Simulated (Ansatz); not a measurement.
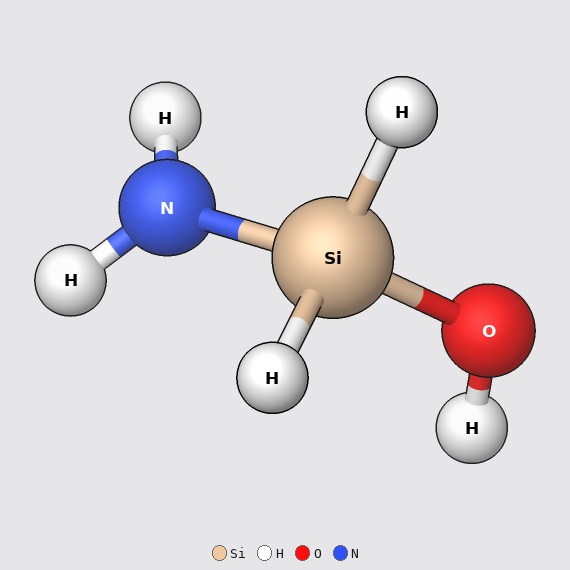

Rendered structure (ball-and-stick style).

Computed geometry: PBE0-D4/def2-TZVP optimisation.

Question: Which formula does it have?

Answer: H₅NOSi, 8 atoms: 5 hydrogen, 1 nitrogen, 1 oxygen and 1 silicon.

Question: Count the bonded pairs by element.

Answer: 2 Si–H, 2 N–H, 1 N–Si, 1 O–Si, 1 O–H. Sticks follow a distance rule.

Question: Which point group does it belong to?

Answer: C1.

The parts below concern this one geometry. Atoms keep their numbers from picture to picture.

**Shape**

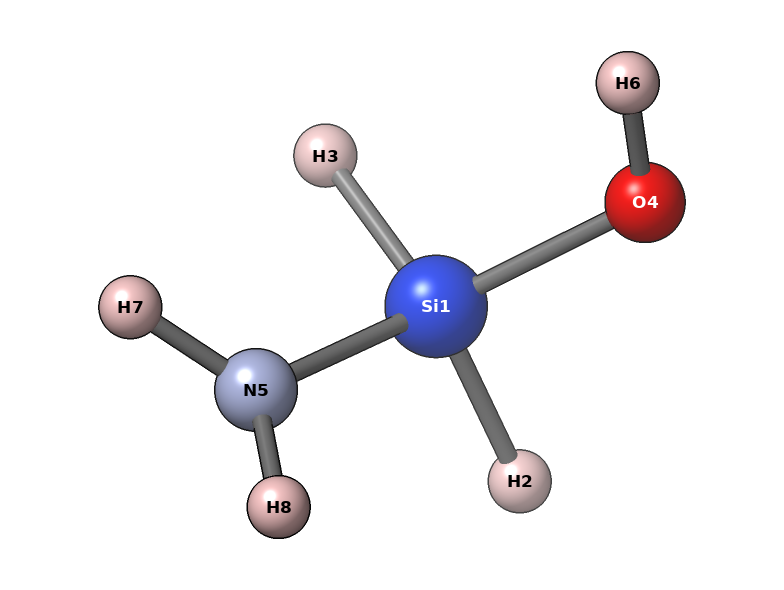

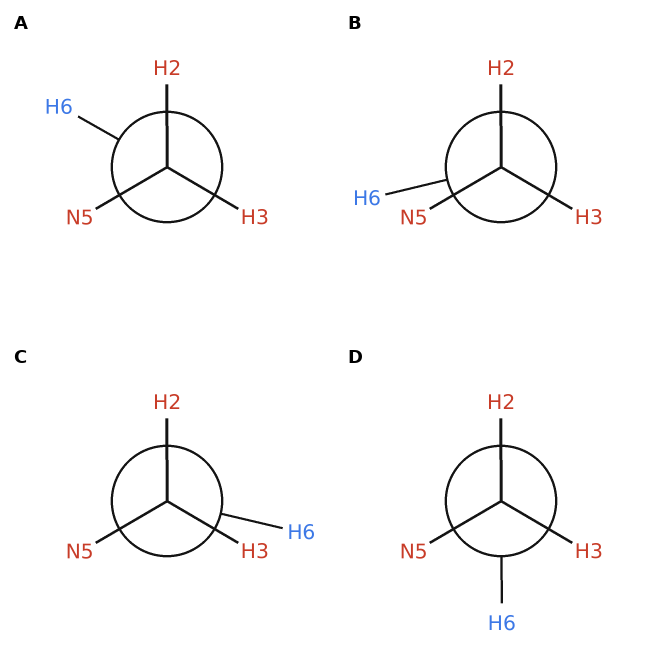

Depth is shown by fading: the farther an atom, the more it takes the colour of the background. Bonds that would overlap in a projection are set slightly apart.

Question: Which Newman projection shows the view along Si1–O4, with Si1 in front?

Answer: D. The torsion angle N5–Si1–O4–H6 is −60°, synclinal (gauche).

**Vibrations**

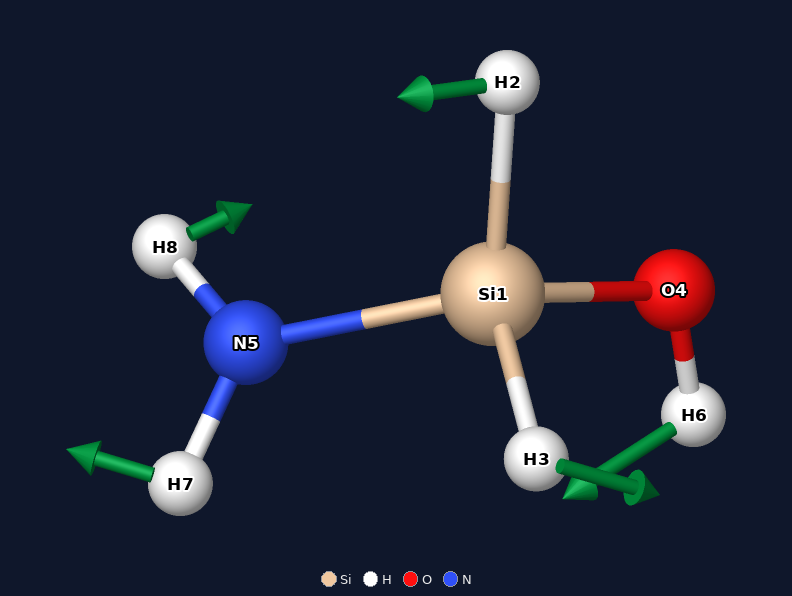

The arrows show one normal mode. Harmonic vibrations computed with RKS PBE0-D4/def2-TZVP (Ansatz 0.2.0) at a stationary point of the same level.

Question: What kind of motion is it?

Answer: Mostly angle bending.

Question: Estimate its harmonic wavenumber.

Answer: 747 cm⁻¹; it is mode 6 of 18 counted from the lowest.

**Dipole moment**

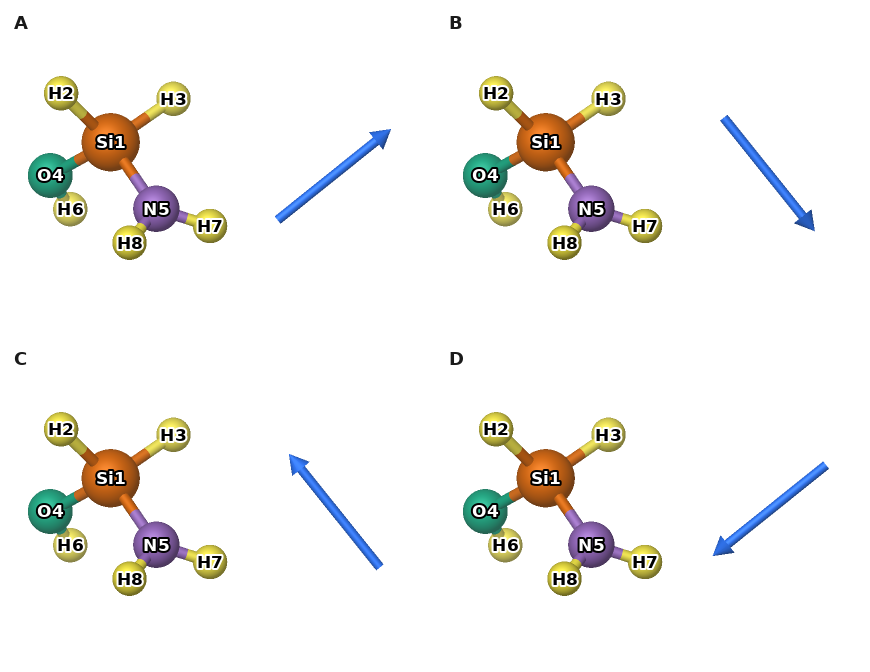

The same molecule four times, each with an arrow. Method: RKS PBE0-D4/def2-TZVP (Ansatz 0.2.0).

Question: Which arrow points along the dipole moment, from the negative to the positive end?

Answer: B. The dipole moment is 2.40 D; it points from the side of H2 to the side of H7 (the outermost atoms at the two ends).

**Thermal motion**

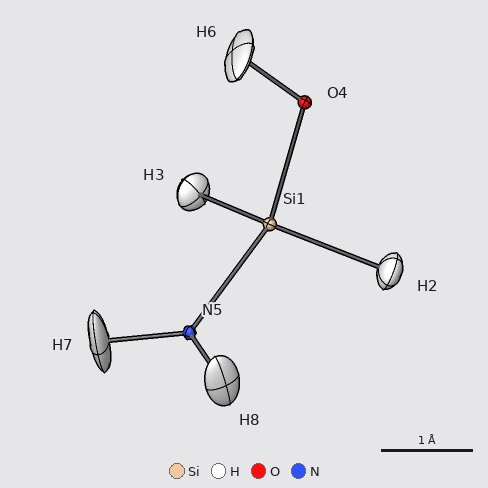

Displacement ellipsoids at the 50 % level, from the internal vibrations of the free molecule (harmonic, no overall translation or rotation; no half-axis is drawn under 0.075 Å). Vibrations computed with RKS PBE0-D4/def2-TZVP (Ansatz 0.2.0). Temperature: 0 K (zero-point motion alone).

List U_eq and the three principal root-mean-square amplitudes for each kind of atom.

```
atom  U_eq (Å²)   rms amplitudes (Å)
 Si1    0.00045  0.016, 0.018, 0.028
  H2     0.0159  0.086, 0.133, 0.150
  H3     0.0156  0.087, 0.139, 0.141
  O4    0.00084  0.017, 0.027, 0.039
  N5     0.0014  0.018, 0.029, 0.055
  H6     0.0333  0.066, 0.143, 0.274
  H7     0.0370  0.069, 0.128, 0.300
  H8     0.0245  0.068, 0.131, 0.228
```
